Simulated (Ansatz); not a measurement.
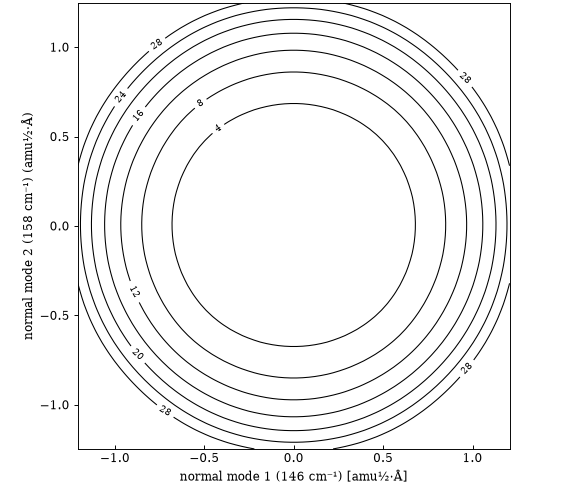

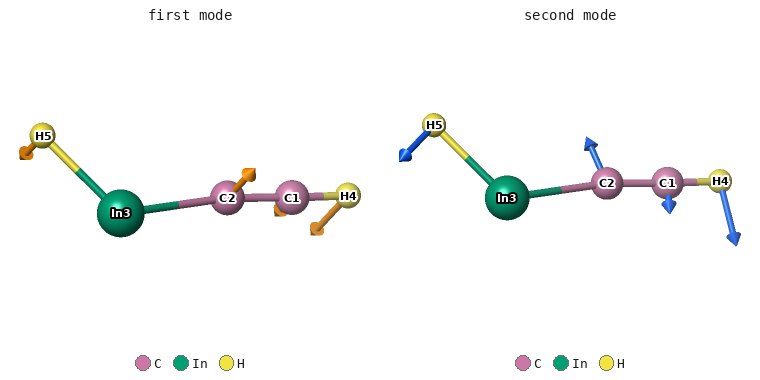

Energy landscape of C2H2In, SMILES C#[C][InH], spin multiplicity 2. 
- First axis: normal mode 1 (146 cm⁻¹). Second axis: normal mode 2 (158 cm⁻¹).
- Nothing is relaxed (straight displacements along the two mass-weighted modes).
- Grid: 9 × 9 points; 78 points were computed and 3 follow by symmetry.
- Points are written as (first, second).
- Energies are in kJ/mol, from the lowest grid point.
- Method: Ansatz, UKS PBE-D4/def2-SVP.

Drawn: contour lines labelled in kJ/mol (none above 28). Between grid points the surface is interpolated. The second picture is the structure at the lowest point

### Where are the wells?

The lowest grid point is at (0.000 amu½·Å, 0.000 amu½·Å). No other kind of well shows on this grid. The highest grid point, (−1.207 amu½·Å, −1.247 amu½·Å), lies 79.0 kJ/mol above the lowest.

Each point was launched as `ansatz run input.yaml --threads 1 --pin off --max-ram 2560MiB --backend cpu --events-out ev --progress --plain --runs-dir out`. The whole map (78 points run) took 22 min on 1 thread of Intel(R) Xeon(R) Processor @ 2.50GHz (Skylake/Cascade Lake) (shared host).
